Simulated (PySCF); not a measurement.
C$_{5}$H$_{11}$NO$_{2}$Si

```json
{"atom": "C", "x (Å)": "-1.6056", "y (Å)": "-1.2427", "z (Å)": "0.9227"}
{"atom": "O", "x (Å)": "-1.1952", "y (Å)": "-0.5035", "z (Å)": "-0.2045"}
{"atom": "C", "x (Å)": "0.1304", "y (Å)": "-0.3582", "z (Å)": "-0.4889"}
{"atom": "C", "x (Å)": "0.4263", "y (Å)": "0.2669", "z (Å)": "-1.6322"}
{"atom": "Si", "x (Å)": "-0.9561", "y (Å)": "0.8446", "z (Å)": "-2.7555"}
{"atom": "C", "x (Å)": "1.1622", "y (Å)": "-0.8093", "z (Å)": "0.5080"}
{"atom": "C", "x (Å)": "1.2328", "y (Å)": "0.1642", "z (Å)": "1.6879"}
{"atom": "N", "x (Å)": "1.4104", "y (Å)": "1.4471", "z (Å)": "1.3095"}
{"atom": "O", "x (Å)": "1.1547", "y (Å)": "-0.1828", "z (Å)": "2.8438"}
{"atom": "H", "x (Å)": "-2.6873", "y (Å)": "-1.1247", "z (Å)": "0.9675"}
{"atom": "H", "x (Å)": "-1.3679", "y (Å)": "-2.3059", "z (Å)": "0.8128"}
{"atom": "H", "x (Å)": "-1.1646", "y (Å)": "-0.8660", "z (Å)": "1.8487"}
{"atom": "H", "x (Å)": "1.4644", "y (Å)": "0.4109", "z (Å)": "-1.8873"}
{"atom": "H", "x (Å)": "-1.8087", "y (Å)": "1.8001", "z (Å)": "-2.0431"}
{"atom": "H", "x (Å)": "-1.7541", "y (Å)": "-0.2910", "z (Å)": "-3.2182"}
{"atom": "H", "x (Å)": "-0.3326", "y (Å)": "1.5151", "z (Å)": "-3.9023"}
{"atom": "H", "x (Å)": "2.1402", "y (Å)": "-0.8248", "z (Å)": "0.0251"}
{"atom": "H", "x (Å)": "0.9520", "y (Å)": "-1.8055", "z (Å)": "0.8986"}
{"atom": "H", "x (Å)": "1.3651", "y (Å)": "1.7093", "z (Å)": "0.3392"}
{"atom": "H", "x (Å)": "1.4284", "y (Å)": "2.1669", "z (Å)": "2.0125"}
```

Geometry: GFN2-xTB.

Level of theory: PBE0/pcSseg-1, SCF density, gas phase, non-relativistic (PySCF).

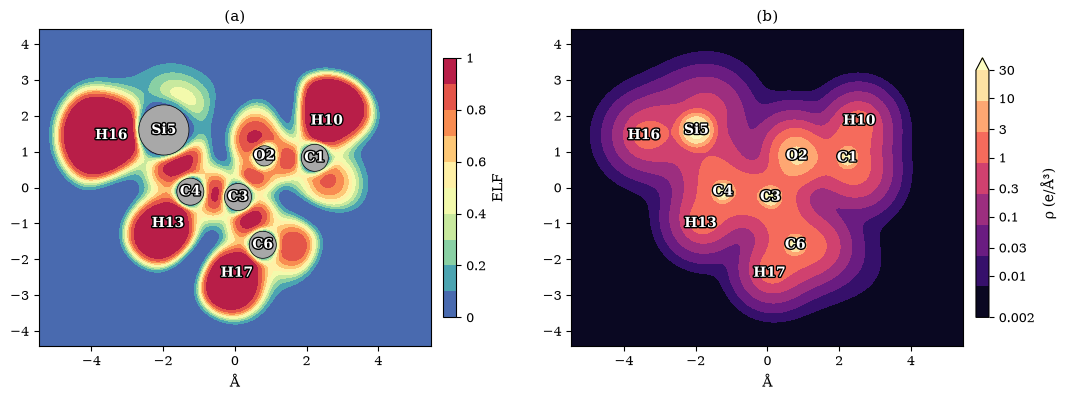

Figure 1. (a) electron localisation function; (b) electron density on the plane of atoms O2, C3 and C4. Grey discs cover the atomic cores in the ELF map.

Question: What does the map show?

Answer:
- The plane passes through C, O, Si and H nuclei.
- C–C (1.34 Å): ρ is about 2.3 e/Å³ halfway; the ELF peaks at about 0.95 between the atoms (a short, multiple covalent bond).
- C–Si (1.87 Å): the density is about 0.93 e/Å³ at the midpoint; the ELF peaks at about 0.95 between the atoms: localised, covalent bonding.
- C–O (1.36 Å): ρ is about 2.3 e/Å³ halfway, with its minimum of 1.9 e/Å³ about 0.5 Å from C; the ELF peaks at about 0.90 between the atoms, as expected for a polar covalent bond.
- C–C (1.50 Å): the density is about 1.7 e/Å³ at the midpoint; the ELF peaks at about 0.95 between the atoms: a shared electron pair.
- The ELF also peaks beside O2, away from the bonds: lone-pair regions.

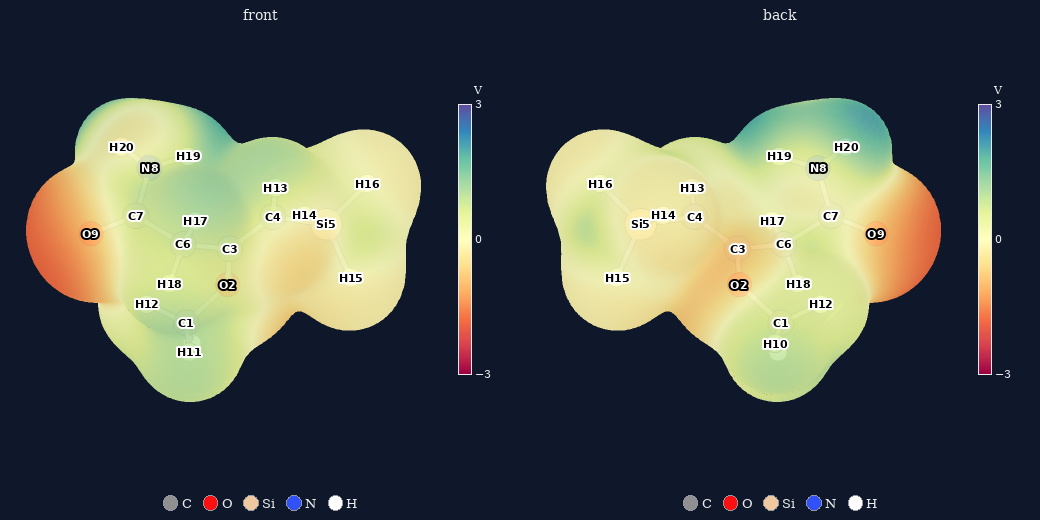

Figure 2. The electrostatic potential painted on the density surface at 0.002 e/bohr³, seen from the front and from behind; the colour scale runs from red (negative) to blue (positive).

Question: Which sites attract a positive test charge, and which a negative one?

Answer: A positive charge is drawn to the negative regions and a negative charge to the positive ones. The most negative region (about −1.8 V) lies over O9, the most positive (about +2.0 V) over H20. O9 is the likeliest acceptor of a hydrogen bond.

Question: How polar is the molecule by this calculation?

Answer: Its dipole moment is 0.94 D.
